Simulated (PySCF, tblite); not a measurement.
# C₂₀H₂₄: electronic excitations, NMR shifts, part 2 of 2

tblite 0.8.0 and PySCF 2.14.0. Atoms count from 0. Earlier steps stand in the parts before.

## (5) NMR shifts: GIAO KT3/pcSseg-1

The job: settings as JSON, then the geometry in Å.

```
{"job": {"kind": "nmr", "basis": "pcSseg-1", "pop": false, "xc": "KT3"}, "charge": 0, "multiplicity": 1}
C      1.579932     0.724887    -1.780669
C      0.793621     1.848585    -1.616639
C      0.640129     2.435011    -0.366436
C      1.293936     1.857550     0.712250
C      2.086076     0.736008     0.547776
C      2.241322     0.150821    -0.700811
C      3.123794    -1.049713    -0.893961
C      2.356688    -2.371439    -1.047276
C      1.549966    -2.766594     0.195902
C      0.098656    -2.300354     0.111736
C     -0.685552    -2.582189     1.391465
C     -2.162281    -2.172519     1.263131
C     -2.255665    -0.734226     0.846920
C     -2.016006     0.282278     1.762785
C     -1.917174     1.595963     1.349812
C     -2.040873     1.928956     0.006679
C     -2.358315     0.924173    -0.894715
C     -2.473067    -0.388795    -0.479192
C     -1.719203     3.315529    -0.471486
C     -0.237579     3.642065    -0.179672
H      1.692671     0.288514    -2.763678
H      0.298438     2.282283    -2.473536
H      1.192779     2.295082     1.695079
H      2.594693     0.313500     1.403115
H      3.725360    -0.901801    -1.795764
H      3.807077    -1.138310    -0.046117
H      3.090127    -3.150670    -1.267933
H      1.683290    -2.299749    -1.903751
H      2.018000    -2.340029     1.085743
H      1.565631    -3.853686     0.309581
H     -0.388778    -2.803832    -0.727495
H      0.080333    -1.228104    -0.088421
H     -0.230327    -2.028713     2.215778
H     -0.631626    -3.646690     1.633678
H     -2.648084    -2.809106     0.520756
H     -2.658470    -2.325606     2.224474
H     -1.878119     0.035529     2.806283
H     -1.711491     2.370216     2.074857
H     -2.490018     1.165215    -1.939843
H     -2.699562    -1.159861    -1.201734
H     -2.352070     4.056354     0.022455
H     -1.904428     3.377364    -1.544755
H      0.087606     4.447539    -0.843015
H     -0.138134     3.994951     0.847856
```

With the program's defaults for keys left out, this is: GIAO KT3/pcSseg-1 NMR shielding, non-relativistic, gas phase.

The log of the run:

```text
start: PBE on a coarse grid of 34050 points
cycle   1  E = -775.0328008664  dE =  2.529e+00  |g| = 9.426e-01  |ddm| = 6.620e+00
cycle   2  E = -774.7236415662  dE =  3.092e-01  |g| = 1.433e+00  |ddm| = 2.980e+00
cycle   3  E = -775.2864514773  dE = -5.628e-01  |g| = 1.515e-01  |ddm| = 2.116e+00
cycle   4  E = -775.2912356715  dE = -4.784e-03  |g| = 5.568e-02  |ddm| = 2.676e-01
cycle   5  E = -775.2918183415  dE = -5.827e-04  |g| = 2.482e-02  |ddm| = 6.844e-02
cycle   6  E = -775.2919381374  dE = -1.198e-04  |g| = 1.304e-02  |ddm| = 3.823e-02
cycle   7  E = -775.2919814094  dE = -4.327e-05  |g| = 4.087e-03  |ddm| = 1.712e-02
final grid: 306912 points
cycle   8  E = -789.3608534332  dE = -4.958e-02  |g| = 2.643e-02  |ddm| = 1.069e+00
cycle   9  E = -789.3608556163  dE = -2.183e-06  |g| = 2.780e-02  |ddm| = 8.793e-02
cycle  10  E = -789.3609175912  dE = -6.197e-05  |g| = 2.326e-02  |ddm| = 5.791e-02
cycle  11  E = -789.3610763516  dE = -1.588e-04  |g| = 3.187e-03  |ddm| = 2.937e-02
cycle  12  E = -789.3610789970  dE = -2.645e-06  |g| = 1.002e-03  |ddm| = 4.378e-03
cycle  13  E = -789.3610781410  dE =  8.560e-07  |g| = 4.383e-04  |ddm| = 1.390e-03
cycle  14  E = -789.3610793831  dE = -1.242e-06  |g| = 1.667e-04  |ddm| = 7.023e-04
cycle  15  E = -789.3610779138  dE =  1.469e-06  |g| = 6.288e-05  |ddm| = 2.714e-04
converged SCF energy = -789.3610779138

GIAO shielding tensors (ppm)
atom      isotropic    diamagn.    paramagn.     s11        s22        s33       span
  0 C       63.192     252.968    -189.777    -32.473     56.331    165.717    198.191
  1 C       61.728     253.182    -191.453    -35.938     51.449    169.674    205.612
  2 C       52.675     265.354    -212.679    -37.726     20.263    175.487    213.212
  3 C       58.336     254.198    -195.862    -37.486     56.266    156.228    193.715
  4 C       62.805     254.116    -191.310    -33.641     64.620    157.437    191.078
  5 C       51.509     263.843    -212.335    -33.734     13.569    174.691    208.424
  6 C      141.885     247.673    -105.787    134.008    138.267    153.381     19.373
  7 C      148.960     248.792     -99.833    144.630    147.083    155.166     10.536
  8 C      150.936     250.414     -99.478    136.771    147.857    168.180     31.409
  9 C      149.047     253.688    -104.642    129.699    152.652    164.789     35.090
 10 C      147.289     251.526    -104.237    137.262    143.714    160.892     23.630
 11 C      144.101     250.621    -106.520    135.998    137.616    158.689     22.691
 12 C       51.541     264.875    -213.334    -34.402     13.766    175.259    209.662
 13 C       63.876     253.396    -189.521    -31.905     57.849    165.683    197.588
 14 C       61.716     253.915    -192.200    -35.640     51.076    169.711    205.352
 15 C       52.327     265.743    -213.417    -38.563     20.287    175.256    213.819
 16 C       59.955     254.230    -194.275    -35.503     58.774    156.594    192.097
 17 C       61.387     254.288    -192.902    -36.013     61.555    158.618    194.631
 18 C      145.703     249.718    -104.015    134.572    142.672    159.866     25.294
 19 C      144.998     248.877    -103.878    134.088    141.944    158.962     24.874
 20 H       24.849      35.830     -10.982     21.006     24.624     28.916      7.910
 21 H       24.832      36.306     -11.474     21.459     23.701     29.335      7.876
 22 H       25.231      37.142     -11.911     22.169     24.573     28.952      6.783
 23 H       25.146      36.836     -11.689     21.723     25.256     28.460      6.737
 24 H       28.850      28.999      -0.149     24.320     27.604     34.624     10.304
 25 H       29.680      31.262      -1.582     25.798     28.642     34.601      8.802
 26 H       29.745      28.064       1.680     24.382     28.305     36.547     12.165
 27 H       30.549      33.840      -3.292     28.483     29.355     33.808      5.324
 28 H       30.914      35.105      -4.191     28.838     30.577     33.327      4.489
 29 H       30.120      30.925      -0.805     24.683     29.790     35.888     11.205
 30 H       31.483      36.545      -5.062     28.111     31.858     34.480      6.369
 31 H       31.905      39.455      -7.550     23.005     35.910     36.799     13.794
 32 H       30.821      36.064      -5.243     28.320     30.279     33.864      5.544
 33 H       30.378      31.103      -0.725     25.702     29.454     35.978     10.276
 34 H       29.689      32.283      -2.594     26.132     28.113     34.823      8.690
 35 H       28.873      29.652      -0.778     24.824     26.963     34.833     10.009
 36 H       24.915      35.764     -10.849     20.977     25.108     28.660      7.684
 37 H       24.720      35.964     -11.244     21.277     23.983     28.899      7.622
 38 H       25.217      36.361     -11.144     21.915     25.146     28.590      6.675
 39 H       25.229      36.537     -11.308     21.567     25.716     28.404      6.837
 40 H       28.279      27.131       1.149     25.173     25.736     33.930      8.757
 41 H       29.051      32.526      -3.475     25.826     27.609     33.717      7.890
 42 H       28.379      27.751       0.629     25.319     25.690     34.129      8.811
 43 H       29.056      32.702      -3.647     25.711     27.823     33.633      7.922
```

Wall time 62 s (1 thread of Arm Neoverse V2, shared host); peak memory 0.73 GiB.

The references, computed at this level on geometries of the same kind, shield at (ppm): 1H TMS 31.76, 13C TMS 184.7. Their shielding less the atom's gives the shift. The references are single molecules in the gas phase. Atoms listed in one row are averaged.

```csv
atoms,environment,σ (ppm),δ (ppm)
"C5, C12",substituted aromatic carbon,51.5,133.2
"C2, C15",substituted aromatic carbon,52.5,132.2
"C1, C3, C14, C16",aromatic CH,60.4,124.3
"C0, C4, C13, C17",aromatic CH,62.8,121.9
"C6, C11",sp3 CH2 on an aromatic ring,143.0,41.7
"C18, C19",sp3 CH2 on an aromatic ring,145.4,39.4
"C7, C10",sp3 CH2 in a ring,148.1,36.6
"C8, C9",sp3 CH2 in a ring,150.0,34.7
"H21, H22, H37, H38",hydrogen on an aromatic CH,25.00,6.76
"H20, H23, H36, H39",hydrogen on an aromatic CH,25.03,6.73
"H40, H41, H42, H43",hydrogen on an sp3 CH2 on an aromatic ring,28.69,3.07
"H24, H25, H34, H35",hydrogen on an sp3 CH2 on an aromatic ring,29.27,2.49
"H26, H27, H32, H33",hydrogen on an sp3 CH2 in a ring,30.37,1.39
"H28, H29, H30, H31",hydrogen on an sp3 CH2 in a ring,31.11,0.65
```

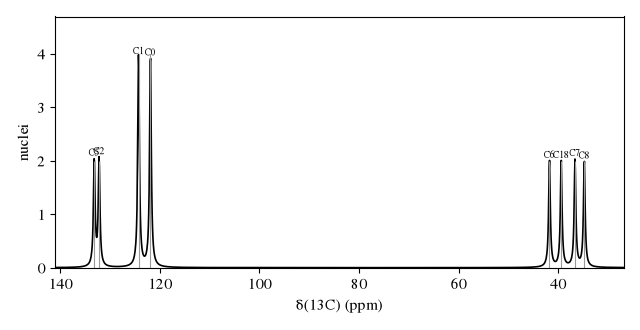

13C lines at the computed shifts, without couplings. Lines are broadened to a width of 0.39 ppm (Lorentzian).

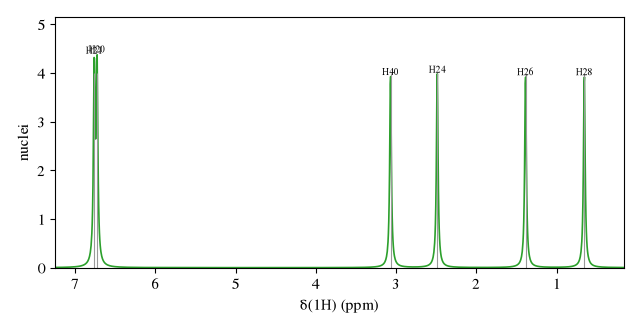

1H lines at the computed shifts, without couplings. Lines are broadened to a width of 0.02 ppm (Lorentzian).

Ring of atoms C0, C1, C2, C3, C4, C5: NICS(0) -9.0, NICS(1) -11.3, NICS(1)zz -29.9 ppm (means of both faces).

## (6) Summary of results

This closing draws on all 2 parts.

```
                                                              quantity                                                   value
                             strongest single infrared mode (GFN2-xTB)                                   3081 cm⁻¹, 150 km/mol
                                          zero-point energy (GFN2-xTB)                                          239.5 kcal/mol
                                        lowest singlet (PBE0/def2-SVP)                             5.13 eV (242 nm), f = 0.000
                              brightest single state of those computed                             state 4, 5.80 eV, f = 0.014
                                                        lowest triplet                                                 3.97 eV
13C shifts against TMS (KT3/pcSseg-1, means over atoms taken as alike)  133.2, 132.2, 124.3, 121.9, 41.7, 39.4, 36.6, 34.7 ppm
 1H shifts against TMS (KT3/pcSseg-1, means over atoms taken as alike)                  6.76, 6.73, 3.07, 2.49, 1.39, 0.65 ppm
```

What this shows: No mode is imaginary among the 126: a minimum at this level. Unscaled tight-binding wavenumbers are off by several per cent, some by more. Its intensities can rank the bands wrongly. The lowest singlet, at 5.13 eV, is HOMO→LUMO 0.73, HOMO−2→LUMO+1 0.19 and is dark; of the 6 states computed, the strongest absorption comes from state 4 at 5.80 eV. The lowest triplet lies 1.16 eV below the lowest singlet. NICS(1)zz of -30 ppm above the planar ring from C0 marks a diatropic (aromatic) ring current.
